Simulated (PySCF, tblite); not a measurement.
**C2H6BCl2Si radical: geometry, infrared bands and EPR parameters**

Wanted: the infrared bands and EPR parameters of C2H6BCl2Si radical (`[CH2][Si@H](C)B(Cl)Cl`), by calculation.

The runs use tblite 0.8.0 and PySCF 2.14.0, with density-fitted response routines of our own; the level of theory stands in each step. All values are computed, except where a source is named. Atoms count from 0, in the outputs and in this text.

## Step 1: The starting structure

12 atoms, charge 0, multiplicity 2; geometry from: force field or distance geometry start.

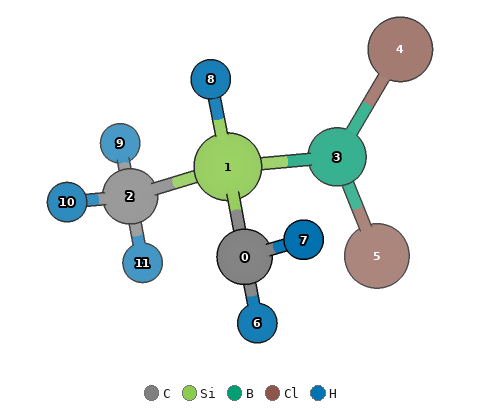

As it starts; carbon grey, silicon green, boron teal, chlorine brown, hydrogen blue, atoms numbered.

## Step 2: Geometry optimisation with GFN2-xTB

What the job is given:

```
{"job": {"kind": "relax", "xc": "GFN2-xTB", "basis": "xTB"}, "charge": 0, "multiplicity": 2}
C     -0.803500     1.721500    -0.203300
Si     0.115100     0.146600    -0.547400
C     -1.020300    -1.317700    -0.327900
B      1.593900    -0.009800     0.703500
Cl     3.323500    -0.117900     0.094100
Cl     1.258500    -0.073300     2.521200
H     -1.209100     1.710400     0.829400
H     -0.121300     2.593700    -0.317500
H      0.646800     0.159500    -1.910800
H     -0.478500    -2.255200    -0.524400
H     -1.874400    -1.226100    -1.049600
H     -1.429500    -1.332300     0.706600
```

Run with:

```
> OMP_NUM_THREADS=1 python probes_run.py task.json out
```

The driver reads the jobs from task.json and runs them one after another.

Log:

```text
step      E/eV     max force
  0    -526.07155    2.282
  1    -526.33454    1.476
  2    -526.53511    0.759
  3    -526.57359    0.702
  4    -526.64255    0.651
  5    -526.66801    0.602
  6    -526.68898    0.303
  7    -526.69688    0.340
  8    -526.70470    0.283
  9    -526.70866    0.178
 10    -526.71106    0.177
 11    -526.71319    0.207
 12    -526.71558    0.176
 13    -526.71756    0.116
 14    -526.71892    0.109
 15    -526.71989    0.090
 16    -526.72090    0.111
 17    -526.72212    0.095
 18    -526.72344    0.102
 19    -526.72473    0.089
 20    -526.72582    0.103
 21    -526.72656    0.094
 22    -526.72703    0.061
 23    -526.72746    0.059
 24    -526.72796    0.080
 25    -526.72853    0.078
 26    -526.72909    0.079
 27    -526.72962    0.064
 28    -526.73023    0.090
 29    -526.73104    0.119
 30    -526.73195    0.100
 31    -526.73270    0.070
 32    -526.73320    0.059
 33    -526.73364    0.067
 34    -526.73419    0.079
 35    -526.73483    0.085
 36    -526.73539    0.070
 37    -526.73570    0.042
 38    -526.73585    0.029
 39    -526.73596    0.026
 40    -526.73607    0.023
 41    -526.73617    0.023
 42    -526.73626    0.024
 43    -526.73635    0.031
 44    -526.73648    0.037
 45    -526.73674    0.056
 46    -526.73726    0.058
 47    -526.73808    0.073
 48    -526.73894    0.075
 49    -526.73970    0.070
 50    -526.74034    0.071
 51    -526.74092    0.075
 52    -526.74158    0.076
 53    -526.74226    0.065
 54    -526.74270    0.042
 55    -526.74301    0.037
 56    -526.74329    0.033
 57    -526.74342    0.025
 58    -526.74348    0.023
 59    -526.74355    0.024
 60    -526.74369    0.036
 61    -526.74393    0.041
 62    -526.74426    0.048
 63    -526.74441    0.039
 64    -526.74459    0.036
 65    -526.74479    0.042
 66    -526.74510    0.061
 67    -526.74554    0.074
 68    -526.74606    0.077
 69    -526.74655    0.070
 70    -526.74692    0.073
 71    -526.74734    0.063
 72    -526.74772    0.063
 73    -526.74804    0.039
 74    -526.74816    0.028
 75    -526.74828    0.032
 76    -526.74837    0.030
 77    -526.74847    0.018
 78    -526.74854    0.015
 79    -526.74858    0.021
 80    -526.74862    0.017
 81    -526.74867    0.022
 82    -526.74874    0.022
 83    -526.74882    0.028
 84    -526.74888    0.026
 85    -526.74896    0.021
 86    -526.74910    0.019
 87    -526.74919    0.020
 88    -526.74925    0.021
 89    -526.74930    0.022
 90    -526.74937    0.025
 91    -526.74947    0.030
 92    -526.74957    0.024
 93    -526.74961    0.010
```

Run time: 1.1 s. Hardware: 1 thread of Intel Xeon Platinum 8259CL at 2.50GHz, shared host.

Relaxation path: (not every step is listed)

```tsv
step	energy from step 0 (eV)	largest force (eV/Å)
0	0.0000	2.2815
1	-0.2630	1.4764
2	-0.4636	0.7587
3	-0.5020	0.7016
4	-0.5710	0.6509
5	-0.5965	0.6015
6	-0.6174	0.3035
7	-0.6253	0.3403
8	-0.6332	0.2829
16	-0.6494	0.1106
24	-0.6564	0.0800
32	-0.6617	0.0595
40	-0.6645	0.0235
48	-0.6674	0.0748
56	-0.6717	0.0331
64	-0.6730	0.0360
72	-0.6762	0.0633
80	-0.6771	0.0175
88	-0.6777	0.0206
89	-0.6777	0.0224
90	-0.6778	0.0252
91	-0.6779	0.0298
92	-0.6780	0.0243
93	-0.6781	0.0096
```

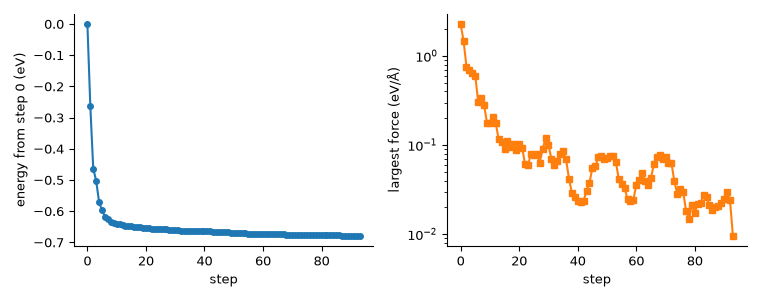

Energy and largest force along the relaxation.

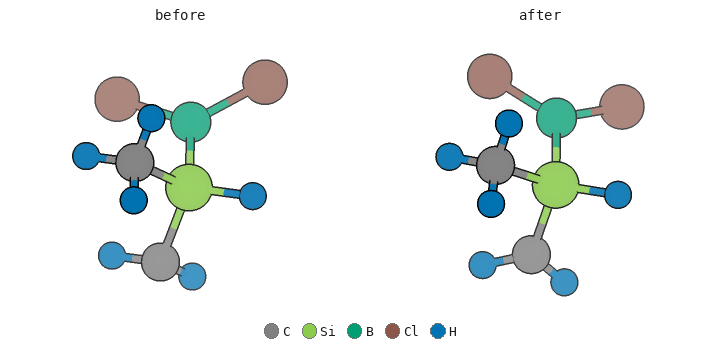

The geometry before (left) and after (right).

Distances of close pairs at the start and the end, largest changes first:

```tsv
bond	before (Å)	after (Å)	change (Å)
B3–Cl5	1.849	1.719	-0.130
B3–Cl4	1.837	1.719	-0.118
Si1–B3	1.943	2.014	+0.071
Si1–C2	1.866	1.905	+0.039
C2–H10	1.122	1.085	-0.037
C0–H7	1.113	1.076	-0.037
C0–H6	1.110	1.077	-0.032
C2–H11	1.113	1.086	-0.027
```

The final coordinates are the input of the step that follows.

## Step 3: Infrared spectrum with GFN2-xTB

What the job is given:

```
{"job": {"kind": "ir", "xc": "GFN2-xTB", "basis": "xTB"}, "charge": 0, "multiplicity": 2}
C     -0.537144     1.709505    -0.138012
Si     0.166125     0.066167    -0.568785
C     -1.109817    -1.319809    -0.288044
B      1.683508    -0.071846     0.748171
Cl     3.221709     0.612799     0.399650
Cl     1.445930    -0.698421     2.331369
H     -1.245942     1.840582     0.662295
H     -0.125289     2.627634    -0.519549
H      0.620828     0.043823    -1.968404
H     -0.693884    -2.297210    -0.513804
H     -1.982553    -1.178797    -0.916274
H     -1.442274    -1.335113     0.745361
```

Log:

```text
mode    cm-1     km/mol
  1      29.6      0.03
  2      61.6      2.29
  3      89.1      1.30
  4     116.1      0.11
  5     154.9      0.72
  6     186.0      0.36
  7     213.3      2.17
  8     243.1     15.22
  9     332.0      1.57
 10     374.0      1.68
 11     549.8     77.13
 12     579.1     26.96
 13     615.8     85.72
 14     691.9     10.38
 15     716.7     49.01
 16     747.9    105.60
 17     788.9     64.05
 18     805.6     32.58
 19     825.5     87.37
 20     868.0     78.88
 21    1362.9      6.15
 22    1383.3      1.15
 23    1483.4      0.85
 24    1487.3      1.56
 25    2181.1    313.48
 26    3040.5     13.94
 27    3044.7     23.25
 28    3058.3     16.94
 29    3083.9      1.55
 30    3125.3     16.85
```

Run time: 0.95 s. Hardware: 1 thread of Intel Xeon Platinum 8259CL at 2.50GHz, shared host.

Which atoms move in the most intense modes:

```tsv
cm⁻¹	km/mol	atoms
550	77.1	H7 36 %, H6 36 %, C0 24 %
616	85.7	H8 80 %
717	49.0	B3 80 %
748	105.6	Si1 20 %, H6 20 %, C2 19 %, C0 14 %
789	64.0	B3 72 %
826	87.4	H10 36 %, H11 28 %, C2 15 %
868	78.9	C0 34 %, Si1 33 %
2181	313.5	H8 97 %
```

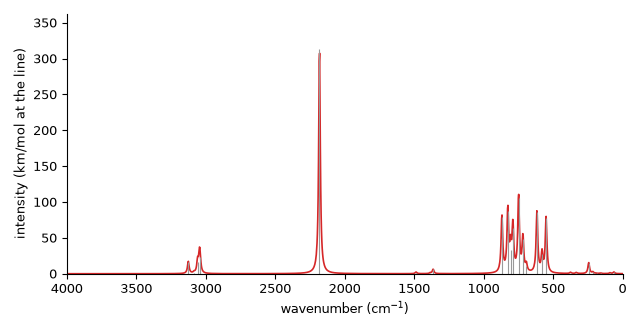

The infrared spectrum from these modes, unscaled. Lines are broadened to a width of 14 cm⁻¹ (Lorentzian).

## Step 4: EPR parameters: B3LYP/pcH-1

The job, as its differences from that of step 3:

```diff
@@ -1,2 +1,2 @@
-{"job": {"kind": "ir", "xc": "GFN2-xTB", "basis": "xTB"}, "charge": 0, "multiplicity": 2}
+{"job": {"kind": "epr", "basis": "pcH-1"}, "charge": 0, "multiplicity": 2}
 C     -0.537144     1.709505    -0.138012
```

Level: UKS B3LYP, pcH-1 on B C Cl H Si, non-relativistic, mean-field spin-orbit, GIAO.

Log:

```text
UKS, coarse grid
  cycle   1  E = -1314.56899629  |g| = 3.61e-01
  cycle   2  E = -1314.52690243  |g| = 4.31e-01
  cycle   3  E = -1314.62526510  |g| = 6.65e-02
  cycle   4  E = -1314.62740361  |g| = 3.38e-02
  cycle   5  E = -1314.62806432  |g| = 6.89e-03
  cycle   6  E = -1314.62809880  |g| = 3.45e-03
  cycle   7  E = -1314.62810894  |g| = 7.05e-04
  cycle   8  E = -1314.62810862  |g| = 4.25e-04
UKS, final grid
  cycle   1  E = -1314.62812717  |g| = 5.19e-04
  cycle   2  E = -1314.62812710  |g| = 6.65e-04
  cycle   3  E = -1314.62812731  |g| = 4.02e-05
  cycle   4  E = -1314.62812732  |g| = 2.25e-05
E = -1314.62812732 Eh   <S^2> = 0.7556 (exact 0.7500)
g shifts (ppm)      1          2          3
  rmc          -130       -130       -130
  gc             13         36         29
  oz_so         -67       1737       3057
  total        -184       1644       2957
hyperfine (MHz)  atom isotope    a_iso     a_fc   dipolar eigenvalues
    0   13C      83.36      83.44    -73.10    -72.92    146.03
    1  29Si      45.49      45.57     -2.17      0.78      1.39
    2   13C      12.30      12.30     -1.72     -1.41      3.13
    3   11B      73.06      73.06     -5.87     -4.24     10.11
    4  35Cl       0.63       0.58     -4.28     -2.13      6.41
    5  35Cl       1.05       1.00     -4.29     -2.27      6.56
    6    1H     -55.15     -55.16    -35.47     -0.57     36.04
    7    1H     -55.18     -55.19    -35.49     -0.62     36.11
    8    1H      31.48      31.48     -2.92     -2.17      5.09
    9    1H      -0.38      -0.38     -1.56     -1.04      2.61
   10    1H      -0.95      -0.95     -2.45     -1.32      3.76
   11    1H      -1.36      -1.37     -1.89     -1.52      3.41
```

It took 65 s on 1 thread of Intel Xeon Platinum 8259CL at 2.50GHz, shared host; peak memory 0.9 GiB.

Principal g values 2.00214, 2.00396, 2.00528; g(iso) = 2.00379, against 2.00232 for a free electron.

Mean a(iso) over the nuclei that a row names, and the largest dipolar term of the row (other rows stand at the frozen geometry):

```tsv
nuclei	isotope	a(iso) (MHz)	a(iso) (G, at g = 2.0023)	largest dipolar term (MHz)
C0	13C	83.4	29.7	146.0
B3	11B	73.1	26.1	10.1
H6, H7	1H	-55.2	-19.7	36.1
Si1	29Si	45.5	16.2	-2.2
H8	1H	31.5	11.2	5.1
C2	13C	12.3	4.4	3.1
H9, H10, H11	1H	-0.9	-0.3	3.8
Cl4, Cl5	35Cl	0.8	0.3	6.6
```

Mulliken spin populations:

```tsv
atom	value (e)
C0	1.01
Si1	-0.05
C2	0.01
B3	0.07
Cl4	0.01
Cl5	0.01
H6	-0.04
H7	-0.04
H8	0.02
H9	0.00
H10	0.00
H11	0.00
```

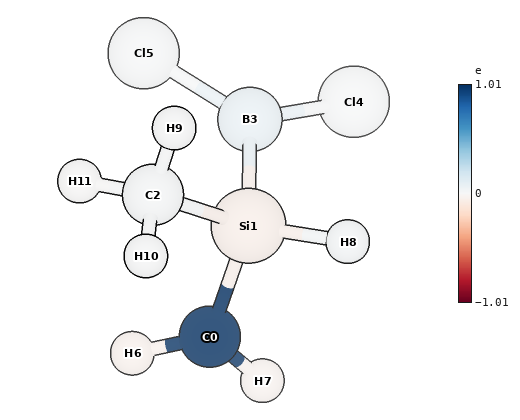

Mulliken spin populations, as colours on the atoms.

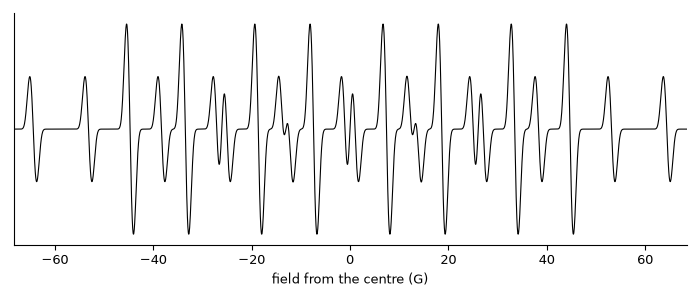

First-order isotropic spectrum (first derivative, main isotopes with spin only, couplings over 0.8 MHz, Gaussian width 0.3 G; couplings of the frozen geometry, rotation of groups not averaged beyond the rows shown).

Orbitals, density, ELF and potential are computed afterwards from the orbital file.

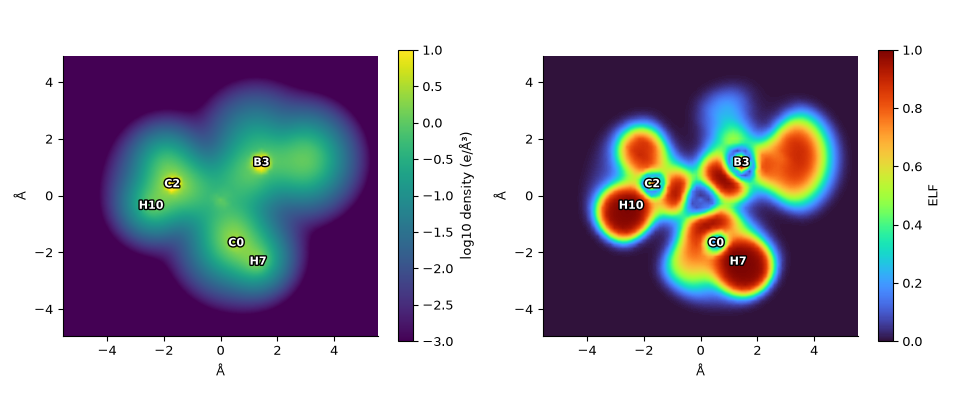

Density (left) and ELF (right) in a plane through or near 5 of the atoms.

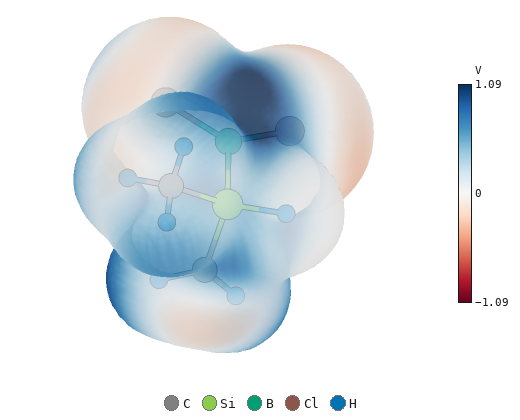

The potential that a unit positive charge feels on the 0.002 e/bohr³ surface, from -0.37 V near Cl4 to 1.09 V near B3.

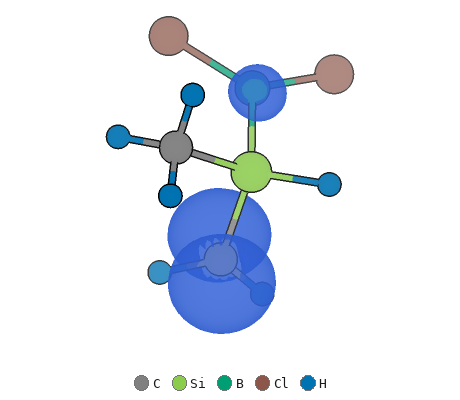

Spin density at ±0.04 e/Å³ (alpha excess blue, beta excess red).

## Step 5: Results

| quantity | value |
| --- | --- |
| strongest single infrared mode (GFN2-xTB) | 2181 cm⁻¹, 313 km/mol |
| zero-point energy (GFN2-xTB) | 46.1 kcal/mol |
| g(iso) (B3LYP) | 2.00379 |
| ⟨S²⟩ | 0.756 (exact 0.75) |
| largest a(iso) (averaged by class) | 13C on C0, 83.4 MHz |
| potential on the surface of density 0.002 e/bohr³, 1st and 99th percentile | -0.37 V and 1.09 V |

Relaxing lowered the energy by 0.678 eV in 93 steps; the close pair that moved most is B3–Cl5, from 1.849 to 1.719 Å. No mode is imaginary among the 30: a minimum at this level. The strongest single mode, at 2181 cm⁻¹, moves mainly H8. GFN2-xTB is a fitted tight-binding method: band positions and strengths are rough. Its intensities can rank the bands wrongly. C0 carries the largest spin population, 1.01 e. The isotropic g lies 1.5 ppt above the free-electron value. The conformer search found further structures of the same energy, which may be mirror or relabelled copies of this one.
